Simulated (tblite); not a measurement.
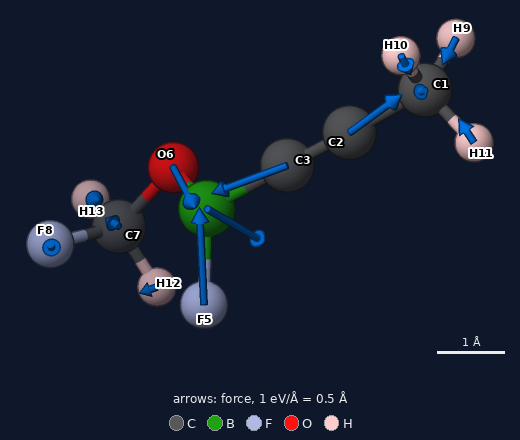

Starting geometry of C₄H₅BF₂O with the computed forces as blue arrows. The picture is a ball-and-stick view, seen from a free direction.

These are results of tblite 0.8.0, GFN2-xTB geometry optimisation, gas phase, not measurements. 

What follows when this structure is relaxed?

It isn't relaxed: the largest force vector, on the B atom, is 3.27 eV/Å. The final displacements have little in common with the starting forces (cosine between the two patterns 0.27). An H atom moves most after the best rigid fit: 0.56 Å. By element the largest moves are H 0.56 Å, F 0.55 Å, B 0.50 Å, O 0.30 Å, C 0.27 Å. Among the contacts that change: B–O 1.481 → 1.349 Å, B–F 1.457 → 1.339 Å, B–C 1.562 → 1.512 Å, C–C 1.480 → 1.441 Å. Among the angles between lasting bonds that change: B–O–C 108.8° → 124.2°, F–B–O 113.0° → 119.1°, O–C–H 108.4° → 113.0°. Groups turn about C–O by about 35°. Over 77 geometry steps the energy falls by 1.036 eV.
